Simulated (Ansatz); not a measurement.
## Strength of the S–Ga bond: GaH3(SH2) → GaH3 + H2S

Species: GaH3(SH2), singlet; GaH3 `[GaH3]`, singlet; H2S (hydrogen sulfide) `S`, singlet. 

Shapes, held fixed at every level: PBE0-D4/def2-TZVP. Programs: Ansatz 0.2.0. The zero-point and thermal change to 298 K, harmonic and unscaled (PBE0-D4/def2-TZVP), is -7.5 kJ/mol.

| level | kind | ΔH(298 K) (kJ/mol) | less CCSD(T)/def2-TZVPP | CPU time (sum over the molecules) |
| --- | --- | --- | --- | --- |
| SPW92/def2-TZVPP | LDA | +70.5 | +29.2 | 2.9 s |
| B3LYP-D4/def2-TZVPP | global hybrid | +40.3 | -1.0 | 8.7 s |
| BHLYP-D4/def2-TZVPP | global hybrid | +40.8 | -0.5 | 2.6 min |
| wB97X-V/def2-TZVPP | range-separated hybrid | +40.9 | -0.4 | 17 s |
| B2PLYP/def2-TZVPP | double hybrid | +34.9 | -6.4 | 31 s |
| MP2/def2-TZVPP | perturbation theory | +43.3 | +2.0 | – |
| CCSD/def2-TZVPP | coupled cluster or CI | +37.1 | -4.2 | – |
| CCSD(T)/def2-TZVPP | coupled cluster or CI | +41.3 | 0.0 | 40 s |

The highest level, CCSD(T)/def2-TZVPP, gives ΔH(298 K) = +41.3 kJ/mol; the levels span +34.9 to +70.5. A fragment pairs its electrons up again, so this isn't a typical strength of such a bond. The column of differences is taken from that level and isn't an error. No measured value is set beside it here. Relativity is left out for Ga unless named. Correlated rows may include outer-core shells of Ga, which these sets cover unevenly. Times are processor times on shared x86 and Arm servers, and rough.

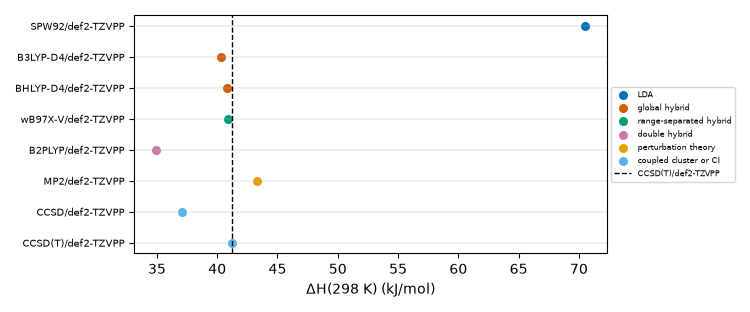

The values of the table, level by level.
